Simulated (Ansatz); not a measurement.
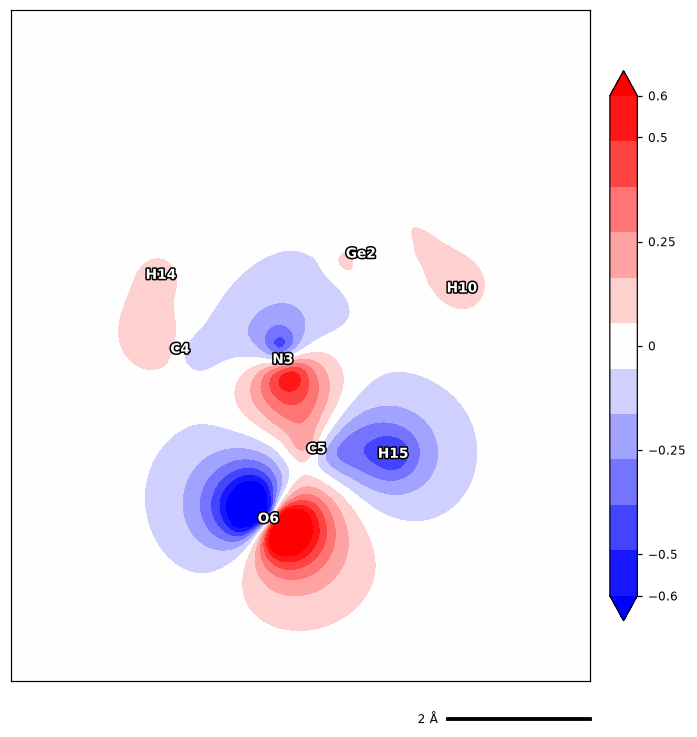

The picture shows: C$_{3}$H$_{9}$GeNO (SMILES [CH3][GeH2][N](C)C=O). The HOMO−1 on the plane of atoms N3, C4 and H14 (values in Å⁻³ᐟ²; the overall sign is arbitrary).

These are results of Ansatz 0.2.0, RHF/def2-mTZVP, not measurements.

```yaml
atoms:
  - { symbol: C, position_ang: [-0.2338, -2.2453, 0.1635] }
  - { symbol: Ge, position_ang: [0.8400, -0.6860, 0.6554] }
  - { symbol: N, position_ang: [0.0187, 0.8739, 0.0594] }
  - { symbol: C, position_ang: [-0.0884, 1.1583, -1.3689] }
  - { symbol: C, position_ang: [-0.5424, 1.7835, 0.8868] }
  - { symbol: O, position_ang: [-1.1089, 2.7765, 0.5374] }
  - { symbol: H, position_ang: [-0.3751, -2.2978, -0.9087] }
  - { symbol: H, position_ang: [-1.2091, -2.1999, 0.6310] }
  - { symbol: H, position_ang: [0.2532, -3.1593, 0.4814] }
  - { symbol: H, position_ang: [0.9748, -0.5422, 2.1766] }
  - { symbol: H, position_ang: [2.2244, -0.7453, -0.0080] }
  - { symbol: H, position_ang: [0.3181, 2.1333, -1.5953] }
  - { symbol: H, position_ang: [-1.1197, 1.1411, -1.6946] }
  - { symbol: H, position_ang: [0.4643, 0.4176, -1.9311] }
  - { symbol: H, position_ang: [-0.4377, 1.5408, 1.9441] }
```

Question: Where does this orbital lie, and at what energy?

Answer: It lies mainly on O6 (about 65 %), C5 (about 15 %), H15 (about 10 %) and N3 (about 10 %). Its energy is −11.52 eV.
